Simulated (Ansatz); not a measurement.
# SiHCl₃ + HBr: a complex and its separated parts, part 2 of 2

Ansatz 0.2.0, Gaussian basis. The steps go on from the part before.

## Step 14: wB97X-V/def2-TZVPP

The inputs:

parta/in.yaml

```yaml
crystal:
  periodic: [false, false, false]
  atoms:
    - {symbol: Si, position_ang: [-0.770722, -0.616470, -0.275565]}
    - {symbol: Cl, position_ang: [1.083914, -1.413736, -0.065277]}
    - {symbol: Cl, position_ang: [-2.020970, -2.007943, -1.063103]}
    - {symbol: Cl, position_ang: [-1.466031, -0.030693, 1.539080]}
    - {symbol: H, position_ang: [-0.704876, 0.545199, -1.172280]}
basis:
  gaussian: {orbitals: def2-TZVPP}
hamiltonian: {xc: {name: wB97X-V}}
```

partb/in.yaml

```yaml
crystal:
  periodic: [false, false, false]
  atoms:
    - {symbol: H, position_ang: [2.105063, 1.071399, 0.535134]}
    - {symbol: Br, position_ang: [1.773622, 2.452345, 0.502111]}
basis:
  gaussian: {orbitals: def2-TZVPP}
hamiltonian: {xc: {name: wB97X-V}}
```

One command serves all of them, each in its own folder.

The run is started by

```
> ansatz run in.yaml --threads 8 --pin off --events-out ev --progress --plain --max-ram 19148MiB
```

Log of parta, shortened:

```text
Functional definition: wB97X-V
  name "wB97X-V"
  cite "Mardirossian & Head-Gordon, Phys. Chem. Chem. Phys. 16, 9904 (2014) doi:10.1039/C3CP54374A"
  cite "Becke, J. Chem. Phys. 107, 8554 (1997) doi:10.1063/1.475007"
  cite "Vydrov & Van Voorhis, J. Chem. Phys. 133, 244103 (2010) doi:10.1063/1.3521275"
[...]
      + integral(e_c_pw_opposite_spin*poly(b97_u_opposite, cos0, cos1)) + vv10(b, c)
1280 factors; their error is unknown
195 factors; integrals over basis functions are off by at most 3.1e-5 eV
[...]
mean field -45460.78617875 eV, -1670.6530776415 hartree, gradient 6.1e-5 eV, S^2 0.000000; 0 other end points of the search recorded, 0 dependent functions left out
reference -45460.78617712 eV, -1670.6530775817 hartree; 33, 33 occupied and 149, 149 virtual orbitals, 1280 factors
Total energy: -45460.78617712 eV, -1670.6530775817 hartree
```

Log of partb, shortened:

```text
[... 5 set-up lines as earlier in the session ...]
[...]
      + integral(e_c_pw_opposite_spin*poly(b97_u_opposite, cos0, cos1)) + vv10(b, c)
472 factors; their error is unknown
72 factors; integrals over basis functions are off by at most 1.1e-4 eV
[...]
mean field -70056.29632165 eV, -2574.5214039574 hartree, gradient 1.2e-5 eV, S^2 0.000000; 0 other end points of the search recorded, 0 dependent functions left out
reference -70056.29632058 eV, -2574.5214039183 hartree; 18, 18 occupied and 44, 44 virtual orbitals, 472 factors
Total energy: -70056.29632058 eV, -2574.5214039183 hartree
```

Times: 2 s (parta), 0.35 s (partb) on 8 threads of Arm Neoverse V2, shared host.

## Step 15: wB97M-V/def2-TZVPP

Each input of step 14 (parta, partb) changes in the same lines:

```diff
-hamiltonian: {xc: {name: wB97X-V}}
+hamiltonian: {xc: {name: wB97M-V}}
```

The same command starts each run, in its folder.

The run is started by

```
> ansatz run in.yaml --threads 8 --pin off --events-out ev --progress --plain --max-ram 19148MiB
```

Log of parta, shortened:

```text
Functional definition: wB97M-V
  name "wB97M-V"
  cite "Mardirossian & Head-Gordon, J. Chem. Phys. 144, 214110 (2016) doi:10.1063/1.4952647"
[... 2 set-up lines as earlier in the session ...]
  # Of w^i u^j: cxij and so on, Table III.
[...]
  gx(w, u) = 1 - cx + cx01*u + cx10*w
[...]
      + integral(e_c_pw_mod_opposite_spin*gos(b97_w_opposite, b97_u_opposite)) + vv10(b, c)
1280 factors; their error is unknown
195 factors; integrals over basis functions are off by at most 3.1e-5 eV
[...]
mean field -45465.33869017 eV, -1670.8203793502 hartree, gradient 5.9e-5 eV, S^2 0.000000; 0 other end points of the search recorded, 0 dependent functions left out
reference -45465.33872945 eV, -1670.8203807940 hartree; 33, 33 occupied and 149, 149 virtual orbitals, 1280 factors
Total energy: -45465.33872945 eV, -1670.8203807940 hartree
```

partb printed, shortened:

```text
[... 5 set-up lines as earlier in the session ...]
  # Of w^i u^j: cxij and so on, Table III.
[...]
  gx(w, u) = 1 - cx + cx01*u + cx10*w
[...]
      + integral(e_c_pw_mod_opposite_spin*gos(b97_w_opposite, b97_u_opposite)) + vv10(b, c)
467 factors; their error is unknown
72 factors; integrals over basis functions are off by at most 1.1e-4 eV
[...]
mean field -70058.67557187 eV, -2574.6088397905 hartree, gradient 8.6e-6 eV, S^2 0.000000; 0 other end points of the search recorded, 0 dependent functions left out
reference -70058.67559768 eV, -2574.6088407388 hartree; 18, 18 occupied and 44, 44 virtual orbitals, 467 factors
Total energy: -70058.67559768 eV, -2574.6088407388 hartree
```

Times: 2.4 s (parta), 0.4 s (partb) on 8 threads of Arm Neoverse V2, shared host.

## Step 16: B2PLYP/def2-TZVPP

The same edit goes into each in.yaml of step 15 (parta, partb):

```diff
-hamiltonian: {xc: {name: wB97M-V}}
+hamiltonian: {xc: {name: B2PLYP}}
```

The same command starts each run, in its folder.

The run is started by

```
> ansatz run in.yaml --threads 8 --pin off --events-out ev --progress --plain --max-ram 19148MiB
```

parta printed, shortened:

```text
Functional definition: B2PLYP
  name "B2PLYP"
  cite "Grimme, J. Chem. Phys. 124, 034108 (2006) doi:10.1063/1.2148954"
[... 2 set-up lines as earlier in the session ...]
[...]
1074 factors; integrals over basis functions are off by at most 7.1e-4 eV
[...]
mean field -45447.65382516 eV, -1670.1704725483 hartree, gradient 5.8e-6 eV, S^2 0.000000; 0 other end points of the search recorded, 0 dependent functions left out
20 core orbitals not correlated: weight in the atoms' cores, before any rotation towards them, 1.000 or more for the frozen orbitals, at most 0.000 for the correlated occupied ones
reference -45447.65399557 eV, -1670.1704788108 hartree; 13, 13 occupied and 149, 149 virtual orbitals, 1074 factors
second order -22.60075375 eV of doubles, -0.00000000 eV of singles
Total energy: -45453.75619908 eV, -1670.3947306536 hartree
```

Log of partb, shortened:

```text
[... 5 set-up lines as earlier in the session ...]
[...]
399 factors; integrals over basis functions are off by at most 1.5e-3 eV
[...]
mean field -70049.78223818 eV, -2574.2820158054 hartree, gradient 1.6e-6 eV, S^2 0.000000; 0 other end points of the search recorded, 0 dependent functions left out
9 core orbitals not correlated: weight in the atoms' cores, before any rotation towards them, 1.000 or more for the frozen orbitals, at most 0.000 for the correlated occupied ones
reference -70049.78233892 eV, -2574.2820195074 hartree; 9, 9 occupied and 44, 44 virtual orbitals, 399 factors
second order -9.24620067 eV of doubles, -0.00000000 eV of singles
Total energy: -70052.27881310 eV, -2574.3737632414 hartree
```

Wall times: 1.2 s (parta), 0.25 s (partb) on 8 threads of Arm Neoverse V2, shared host.

## Step 17: PBE-QIDH/def2-TZVPP

Each input of step 16 (parta, partb) changes in the same lines:

```diff
-hamiltonian: {xc: {name: B2PLYP}}
+hamiltonian: {xc: {name: PBE-QIDH}}
```

One command serves all of them, each in its own folder.

The run is started by

```
> ansatz run in.yaml --threads 8 --pin off --events-out ev --progress --plain --max-ram 19148MiB
```

Output in parta, shortened:

```text
Functional definition: PBE-QIDH
  name "PBE-QIDH"
  cite "Brémond, Sancho-García, Pérez-Jiménez & Adamo, J. Chem. Phys. 141, 031101 (2014) doi:10.1063/1.4890314"
[... 1 set-up line as earlier in the session ...]
[...]
1074 factors; integrals over basis functions are off by at most 7.1e-4 eV
[...]
mean field -45435.95603654 eV, -1669.7405867456 hartree, gradient 1.9e-6 eV, S^2 0.000000; 0 other end points of the search recorded, 0 dependent functions left out
20 core orbitals not correlated: weight in the atoms' cores, before any rotation towards them, 1.000 or more for the frozen orbitals, at most 0.000 for the correlated occupied ones
reference -45435.95604797 eV, -1669.7405871656 hartree; 13, 13 occupied and 149, 149 virtual orbitals, 1074 factors
second order -20.97934152 eV of doubles, -0.00000000 eV of singles
Total energy: -45442.94916181 eV, -1669.9975793592 hartree
```

Output in partb, shortened:

```text
[... 4 set-up lines as earlier in the session ...]
[...]
399 factors; integrals over basis functions are off by at most 1.5e-3 eV
[...]
mean field -70043.31095665 eV, -2574.0442005955 hartree, gradient 9.2e-7 eV, S^2 0.000000; 0 other end points of the search recorded, 0 dependent functions left out
9 core orbitals not correlated: weight in the atoms' cores, before any rotation towards them, 1.000 or more for the frozen orbitals, at most 0.000 for the correlated occupied ones
reference -70043.31096377 eV, -2574.0442008572 hartree; 9, 9 occupied and 44, 44 virtual orbitals, 399 factors
second order -8.68132344 eV of doubles, -0.00000000 eV of singles
Total energy: -70046.20473825 eV, -2574.1505451078 hartree
```

Times: 1.4 s (parta), 0.25 s (partb) on 8 threads of Arm Neoverse V2, shared host.

## Step 18: RPA on PBE/def2-TZVPP

Each input of step 17 (parta, partb) changes in the same lines:

```diff
-hamiltonian: {xc: {name: PBE-QIDH}}
+hamiltonian: {xc: pbe}
+correlation: {method: rpa}
```

Each run has its own folder and the same command.

The run is started by

```
> ansatz run in.yaml --threads 8 --pin off --events-out ev --progress --plain --max-ram 19148MiB
```

Output in parta, shortened:

```text
[... 4 set-up lines as earlier in the session ...]
[...]
1074 factors; integrals over basis functions are off by at most 7.1e-4 eV
[...]
mean field -45448.12457964 eV, -1670.1877724565 hartree, gradient 9.1e-6 eV, S^2 0.000000; 0 other end points of the search recorded, 0 dependent functions left out
20 core orbitals not correlated: weight in the atoms' cores, before any rotation towards them, 1.000 or more for the frozen orbitals, at most 0.000 for the correlated occupied ones
reference -45393.35390491 eV, -1668.1749872851 hartree; 13, 13 occupied and 149, 149 virtual orbitals, 1074 factors
Total energy: -45424.06858811 eV, -1669.3037310737 hartree
```

Output in partb, shortened:

```text
[... 4 set-up lines as earlier in the session ...]
[...]
399 factors; integrals over basis functions are off by at most 1.5e-3 eV
[...]
mean field -70052.13667528 eV, -2574.3685397728 hartree, gradient 3.8e-6 eV, S^2 0.000000; 0 other end points of the search recorded, 0 dependent functions left out
9 core orbitals not correlated: weight in the atoms' cores, before any rotation towards them, 1.000 or more for the frozen orbitals, at most 0.000 for the correlated occupied ones
reference -70014.55938701 eV, -2572.9875998998 hartree; 9, 9 occupied and 44, 44 virtual orbitals, 399 factors
Total energy: -70026.49301322 eV, -2573.4261525740 hartree
```

Times: 1.1 s (parta), 0.2 s (partb) on 8 threads of Arm Neoverse V2, shared host.

## Step 19: CCSD(T)/def2-TZVPP

The same edit goes into each in.yaml of step 18 (parta, partb):

```diff
-hamiltonian: {xc: pbe}
-correlation: {method: rpa}
+correlation: {method: ccsd_t}
```

One command serves all of them, each in its own folder.

The run is started by

```
> ansatz run in.yaml --threads 8 --pin off --events-out ev --progress --plain --max-ram 19148MiB
```

Output in parta, shortened:

```text
Functional definition: HF
  name "HF"
  cite "Fock, Z. Phys. 61, 126 (1930) doi:10.1007/BF01340294"
[... 1 set-up line as earlier in the session ...]
[...]
1074 factors; integrals over basis functions are off by at most 7.1e-4 eV
[...]
mean field -45394.75187016 eV, -1668.2263615605 hartree, gradient 3.1e-6 eV, S^2 0.000000; 0 other end points of the search recorded, 0 dependent functions left out
20 core orbitals not correlated: weight in the atoms' cores, before any rotation towards them, 1.000 or more for the frozen orbitals, at most 0.000 for the correlated occupied ones
reference -45394.75187016 eV, -1668.2263615605 hartree; 13, 13 occupied and 149, 149 virtual orbitals, 1074 factors
second order -18.54324409 eV of doubles, -0.00000000 eV of singles
cycle   1  -19.50747847 eV  change   -9.6e-1 eV  update   8.1e-2
[...]
cycle   8  -19.97312520 eV  change   -2.0e-5 eV  update   1.9e-5
perturbative correction -0.86291819 eV, -0.0317116587 hartree
Total energy: -45415.58791356 eV, -1668.9920720321 hartree
```

partb printed, shortened:

```text
[... 4 set-up lines as earlier in the session ...]
[...]
399 factors; integrals over basis functions are off by at most 1.5e-3 eV
[...]
mean field -70014.93831871 eV, -2573.0015253829 hartree, gradient 1.4e-6 eV, S^2 0.000000; 0 other end points of the search recorded, 0 dependent functions left out
9 core orbitals not correlated: weight in the atoms' cores, before any rotation towards them, 1.000 or more for the frozen orbitals, at most 0.000 for the correlated occupied ones
reference -70014.93831871 eV, -2573.0015253829 hartree; 9, 9 occupied and 44, 44 virtual orbitals, 399 factors
second order -7.83906952 eV of doubles, -0.00000000 eV of singles
cycle   1  -7.92765255 eV  change   -8.9e-2 eV  update   4.5e-2
[...]
cycle   7  -8.11359876 eV  change   -4.6e-6 eV  update   1.2e-5
perturbative correction -0.24160222 eV, -0.0088787178 hartree
Total energy: -70023.29351969 eV, -2573.3085733555 hartree
```

They took 10 s (parta), 0.25 s (partb) on 8 threads of Arm Neoverse V2, shared host; peak memory 1.6 GiB.

## Step 20: Vibrations of SiHCl₃

The input, vib-parta/in.yaml:

```yaml
crystal:
  periodic: [false, false, false]
  atoms:
    - {symbol: Si, position_ang: [-0.770722, -0.616470, -0.275565]}
    - {symbol: Cl, position_ang: [1.083914, -1.413736, -0.065277]}
    - {symbol: Cl, position_ang: [-2.020970, -2.007943, -1.063103]}
    - {symbol: Cl, position_ang: [-1.466031, -0.030693, 1.539080]}
    - {symbol: H, position_ang: [-0.704876, 0.545199, -1.172280]}
basis:
  gaussian: {orbitals: def2-TZVP}
hamiltonian: {xc: pbe0, dispersion: d4}
phonons: {temperatures: {t_min: 298.15, t_max: 900, t_step: 200}}
```

The run is started by

```
> ansatz run in.yaml --threads 8 --pin off --events-out ev --progress --plain --max-ram 19148MiB
```

Log, shortened:

```text
[... 5 set-up lines as earlier in the session ...]
[...]
1116 factors; their error is unknown
[...]
mean field -45451.94887019 eV, -1670.3283125422 hartree, gradient 4.6e-5 eV, S^2 0.000000; 0 other end points of the search recorded, 0 dependent functions left out
[...]
Atom 2 at    -2.020970    -2.007943    -1.063103 Å, force    -0.000085    -0.000151    -0.000143 eV/Å
Atom 3 at    -1.466031    -0.030693     1.539080 Å, force    -0.000046     0.000109     0.000247 eV/Å
Atom 4 at    -0.704876     0.545199    -1.172280 Å, force     0.000170     0.002039    -0.001619 eV/Å
Dipole moment:     0.007272     0.127989    -0.098806 e Å
Vibrations: 171.82 171.83 249.54 495.61 603.92 603.95 799.84 799.87 2308.54 cm⁻¹, zero-point energy 0.384656 eV
```

It took 19 s on 8 threads of Arm Neoverse V2, shared host.

Wavenumbers and character of the modes:

```
mode  wavenumber (cm⁻¹)      character
   1                172           bend
   2                172           bend
   3                250           bend
   4                496  Si–Cl stretch
   5                604  Si–Cl stretch
   6                604  Si–Cl stretch
   7                800           bend
   8                800           bend
   9               2309   Si–H stretch
```

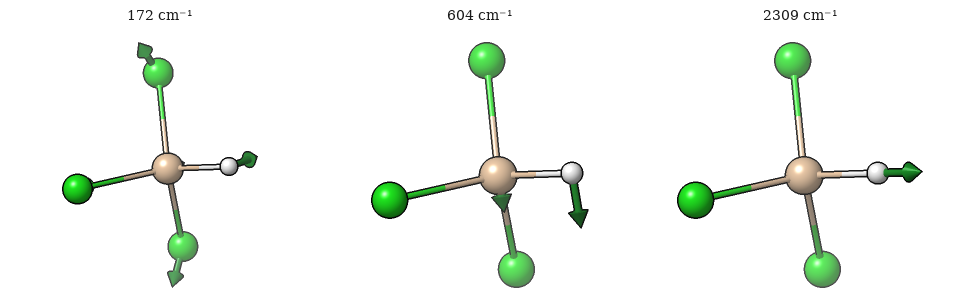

How the atoms move in 3 of the modes.

Vibrational sums (real modes only):

```
T (K)  entropy (J/mol/K)  heat capacity (J/mol/K)
  298               35.7                     42.4
  498               61.1                     55.6
  698               80.9                     61.8
  898               97.0                     65.5
```

## Step 21: Vibrations of HBr

The input, vib-partb/in.yaml:

```yaml
crystal:
  periodic: [false, false, false]
  atoms:
    - {symbol: H, position_ang: [2.105063, 1.071399, 0.535134]}
    - {symbol: Br, position_ang: [1.773622, 2.452345, 0.502111]}
basis:
  gaussian: {orbitals: def2-TZVP}
hamiltonian: {xc: pbe0, dispersion: d4}
phonons: {temperatures: {t_min: 298.15, t_max: 900, t_step: 200}}
```

The run is started by

```
> ansatz run in.yaml --threads 8 --pin off --events-out ev --progress --plain --max-ram 19148MiB
```

Log, shortened:

```text
[... 5 set-up lines as earlier in the session ...]
[...]
457 factors; their error is unknown
[...]
mean field -70054.57278216 eV, -2574.4580650494 hartree, gradient 2.1e-5 eV, S^2 0.000000; 0 other end points of the search recorded, 0 dependent functions left out
[...]
reference -70054.57271850 eV, -2574.4580627100 hartree; 18, 18 occupied and 36, 36 virtual orbitals, 457 factors
Total energy: -70054.57831875 eV, -2574.4582685156 hartree
Atom 0 at     2.105063     1.071399     0.535134 Å, force     0.000003    -0.000012     0.000000 eV/Å
Atom 1 at     1.773622     2.452345     0.502111 Å, force    -0.000003     0.000012    -0.000000 eV/Å
Dipole moment:     0.046276    -0.192810     0.004611 e Å
Vibrations: 2667.47 cm⁻¹, zero-point energy 0.165362 eV
```

Wall time 1.2 s (8 threads of Arm Neoverse V2, shared host).

Wavenumbers and character of the modes:

```
mode  wavenumber (cm⁻¹)     character
   1               2667  Br–H stretch
```

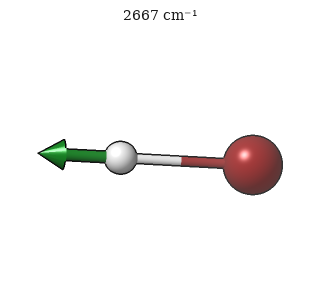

Displacements of 1 modes, as arrows.

Vibrational sums (real modes only):

```
T (K)  entropy (J/mol/K)  heat capacity (J/mol/K)
  298                0.0                      0.0
  498                0.0                      0.2
  698                0.2                      1.0
  898                0.6                      2.2
```

## Step 22: Complex less separated parts

The complex's own energies come from single points at the same levels.

Rows are in def2-TZVPP; times add the 3 runs of a level on a shared host, so small differences are noise.

Differences are taken before rounding.

```
      method                    rung  complex less parts (kJ/mol)  from CCSD(T) (kJ/mol)     time
       SPW92                     LDA                        -14.5                   -7.6    1.2 s
      PBE-D4                     GGA                        -11.1                   -4.3    1.9 s
     BLYP-D4                     GGA                        -10.9                   -4.0    2.2 s
   r2SCAN-D4                meta-GGA                         -8.3                   -1.4    4.4 s
      B97M-V                meta-GGA                         -8.6                   -1.8    7.3 s
     PBE0-D4                  hybrid                         -9.9                   -3.1    3.5 s
    B3LYP-D4                  hybrid                        -10.5                   -3.7    3.1 s
  r2SCAN0-D4                  hybrid                         -8.2                   -1.3    5.4 s
    BHLYP-D4                  hybrid                        -10.6                   -3.7    2.9 s
CAM-B3LYP-D4  range-separated hybrid                         -9.5                   -2.6    3.3 s
     wB97X-V  range-separated hybrid                         -8.5                   -1.7    6.8 s
     wB97M-V  range-separated hybrid                         -8.8                   -1.9    8.3 s
      B2PLYP           double hybrid                         -3.2                   +3.7    4.6 s
    PBE-QIDH           double hybrid                         -5.5                   +1.3    4.9 s
  RPA on PBE                     RPA                         -4.9                   +1.9    3.9 s
Hartree-Fock            wavefunction                          4.0                  +10.8         
         MP2            wavefunction                         -8.8                   -1.9         
        CCSD            wavefunction                         -5.2                   +1.7         
     CCSD(T)            wavefunction                         -6.8                      0  1.8 min
```

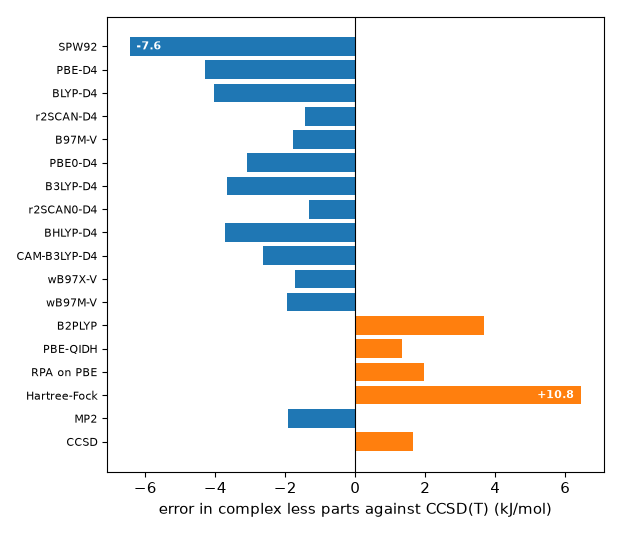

How far each level lands from CCSD(T). Bars with a number in them are cut short.

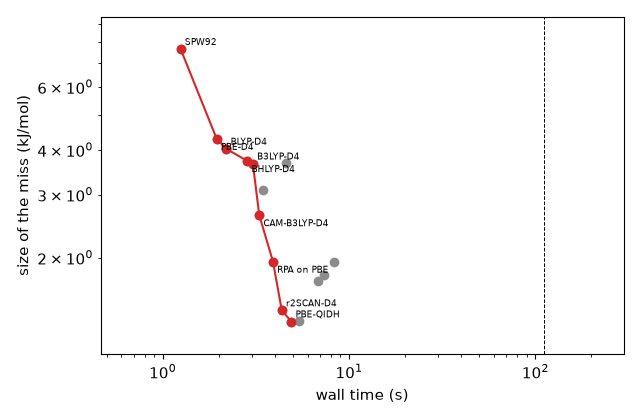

Accuracy for the time spent; red marks the levels that beat every quicker one drawn (of those quicker than the yardstick), and the dashed line is the time of CCSD(T). Only those levels and the largest misses are named. Times are from a shared host.

For cost: PBE-QIDH gets within 1.3 kJ/mol in 4.9 s, where CCSD(T) took 1.8 min; the quickest level in the cost chart, SPW92, takes 1.2 s and misses by 7.6 kJ/mol.

The complex's zero-point energy, from a separate PBE0-D4 run, is 0.571 eV.

## Step 23: Summary of results

The summary covers parts 1 to 2.

| quantity | value |
| --- | --- |
| complex less parts, CCSD(T)/def2-TZVPP | -6.8 kJ/mol |
| with zero-point energy | -4.8 kJ/mol |
| largest T1 diagnostic | 0.009 |

What this shows: At CCSD(T) the complex lies 6.8 kJ/mol below its parts. PBE-QIDH is the best functional here (+1.3 kJ/mol from CCSD(T)); SPW92 is the worst (-7.6 kJ/mol). r2SCAN0-D4 is as near within the digits shown. Mean unsigned error by rung: LDA 7.6, GGA 4.2, meta-GGA 1.6, hybrid 3.0, range-separated hybrid 2.1, double hybrid 2.5 kJ/mol. The double hybrids carry no dispersion term here, unlike the levels marked D4 or V. PBE-D4 gives a relative energy 4.3 kJ/mol too low, an error of 63 % of the reference. No counterpoise was applied, and triple zeta lacks some correlation, so the CCSD(T) reference has a basis error of its own, and close matches with it are partly luck.
